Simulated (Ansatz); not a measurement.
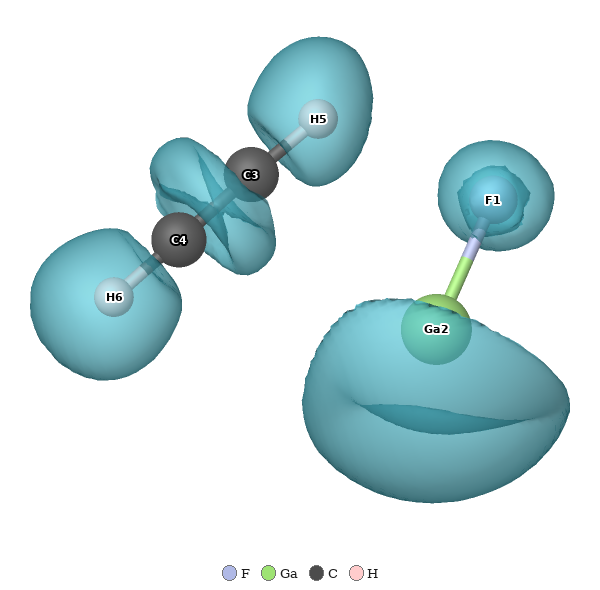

Figure. C₂H₂FGa. Isosurface of the electron localisation function at 0.8 (cyan), seen at a tilt. Core shells and regions of very low density are left out.

Geometry: PBE0-D4/def2-TZVP; at this geometry the atoms fall into two loosely joined parts.

Method: RKS PBE0-D4/def2-TZVPP in Ansatz.

```xyz
6

F    -0.2234   -2.3238    0.5408
Ga   -0.9116   -1.1058    1.6820
C     0.4266    0.2921   -0.7673
C     0.1687    1.3973   -0.3797
H     0.6361   -0.7077   -1.0761
H    -0.0545    2.3839   -0.0459
```

Identify the bonds, lone pairs and shells in this picture.

At this value the surface marks out one region between bonded C–C atoms (shared pairs), two regions around hydrogen nuclei, one lobe on Ga, pointing away from the bonds (lone pairs) and one region wrapped around F (its valence shell). Profiles from the grid: C–C (1.20 Å): the ELF peaks at about 0.85 between the atoms; a multiple bond. Ga–F (1.81 Å): the ELF peaks at about 0.85 in the valence shell of F, 0.5 Å from its nucleus, and is about 0.15 at the midpoint.
